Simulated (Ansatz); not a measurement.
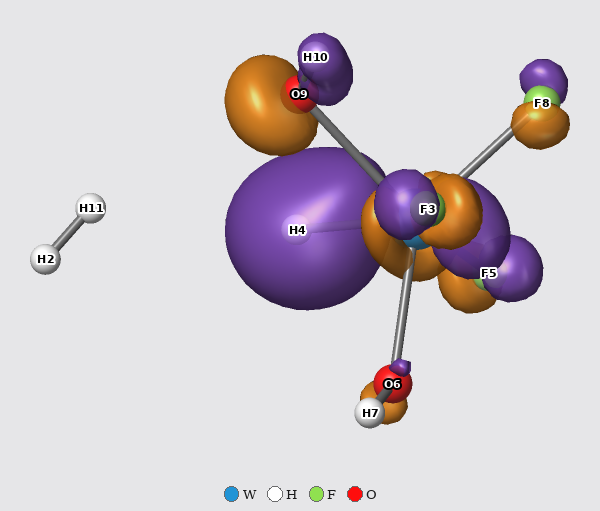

*F3H3O2W···H2. One frontier orbital at ±0.2 Å⁻³ᐟ² (orange and purple are the two phases), seen at a tilt.*

Core potentials replace the inner electrons of W.

Level of theory: RKS PBE0-D4/def2-SVP (Ansatz 0.2.0).

Input file:

```
crystal:
  periodic: [false, false, false]
  atoms:
    - { symbol: W, position_ang: [0.191848, 0.066832, -0.277583] }
    - { symbol: H, position_ang: [-0.221212, 0.336898, 2.613636] }
    - { symbol: F, position_ang: [1.925536, -0.663108, -0.703198] }
    - { symbol: H, position_ang: [-0.578539, 1.317649, 0.539761] }
    - { symbol: F, position_ang: [-1.620908, -0.15815, -0.672918] }
    - { symbol: O, position_ang: [0.037865, -1.456686, 0.761242] }
    - { symbol: H, position_ang: [0.687812, -2.161317, 0.893203] }
    - { symbol: F, position_ang: [0.313541, 0.726289, -1.995405] }
    - { symbol: O, position_ang: [1.415078, 1.190452, 0.698457] }
    - { symbol: H, position_ang: [2.316793, 0.872755, 0.514226] }
    - { symbol: H, position_ang: [0.320285, 0.807485, 2.589281] }
basis:
  gaussian: { orbitals: def2-SVP }
hamiltonian:
  xc: pbe0
  dispersion: d4
relax:
  f_tol: 0.03
  max_steps: 50
output:
  orbitals: {}
```

Launched as:

```sh
ansatz run input.yaml --threads 4 --pin off --max-ram 5120MiB --backend cpu --events-out ev --progress --plain --runs-dir out
```

The fields are those of the run's last geometry, not of the input's.

**Which orbital is it: HOMO or LUMO?**

The HOMO, at −9.53 eV. It lies mainly on H4 (about 35 %), W1 (about 30 %), O9 (about 15 %), F3 (about 10 %) and F5 (about 5 %).
